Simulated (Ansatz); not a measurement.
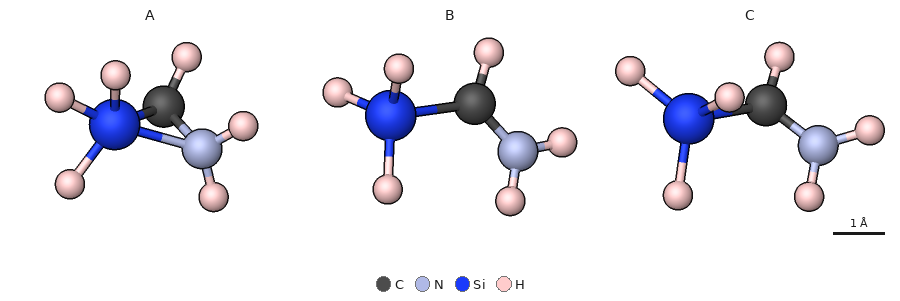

3 geometries from one relaxation of CH6NSi (charge +1), in shuffled order. The picture is a ball-and-stick view, seen at a tilt.

It is one of the separated reactants of a reaction.

Method: RKS PBE-D4/def2-SVP in Ansatz 0.2.0. Set-up: force threshold 0.03 eV/Å; at most 250 steps.

Question: Put them in the order of the run, from the start to the converged end.

Answer: A, C, B. They are steps 0, 7, 18, at +154.2 kcal/mol, +13.9 kcal/mol relative to the last. After 18 geometry steps the energy has fallen by 154.2 kcal/mol. Largest force component: 3.6 eV/Å at the start, 0.024 eV/Å at the end. The largest move after the best rigid fit is that of an H atom, 1.45 Å. By element the largest moves are H 1.45 Å, C 0.91 Å, Si 0.61 Å, N 0.53 Å. Near-neighbour distances that change, for instance: N–Si 1.850 → 2.886 Å, C–N 1.522 → 1.294 Å, C–Si 1.827 → 1.935 Å, H–Si 1.420 → 1.497 Å. Bond angles that change, for instance: H–Si–H 50.6° → 113.1°, N–C–Si 66.3° → 125.6°, C–Si–H 140.2° → 103.3°.
